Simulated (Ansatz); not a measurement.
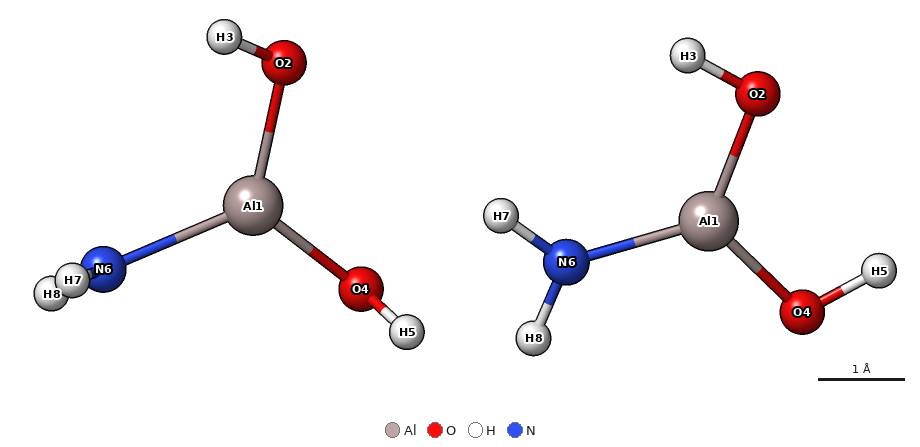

Two geometries of AlNH$_{4}$O$_{2}$, drawn at one scale. One is the start of a relaxation, the other its converged end. The picture is a ball-and-stick view, seen at a tilt.

Theory: Ansatz 0.2.0, RKS PBE0-D4/STO-3G. Settings: no spin polarisation; force threshold 0.02 eV/Å; at most 40 steps.

Q: Which geometry has the lower energy?

A: The right one is the relaxed one. The run prepares the start of a later molecular dynamics calculation, from a guessed geometry. Over 10 geometry steps the energy falls by 130.2 kJ/mol. Largest force component: 3.2 eV/Å at the start, 0.014 eV/Å at the end. The largest move after the best rigid fit is that of H7, 1.01 Å. Largest moves by element: H 1.01 Å, O 0.47 Å, Al 0.25 Å, N 0.09 Å. Some distances before and after: Al1–N6 1.920 → 1.728 Å, Al1–O4 1.780 → 1.703 Å, Al1–O2 1.780 → 1.707 Å, N6–H7 1.060 → 1.031 Å. Bond angles that change, for instance: H7–N6–H8 120.0° → 109.0°, Al1–N6–H7 120.0° → 126.3°, Al1–O4–H5 109.5° → 104.3°. Groups turn about Al1–O4 by about 90°, Al1–N6 by about 65°. Cost: 19 s on 1 thread of Arm Neoverse V1 (shared host), peak memory 0.12 GiB.

Limits of the set-up: STO-3G is a minimal basis, so the numbers are rough.
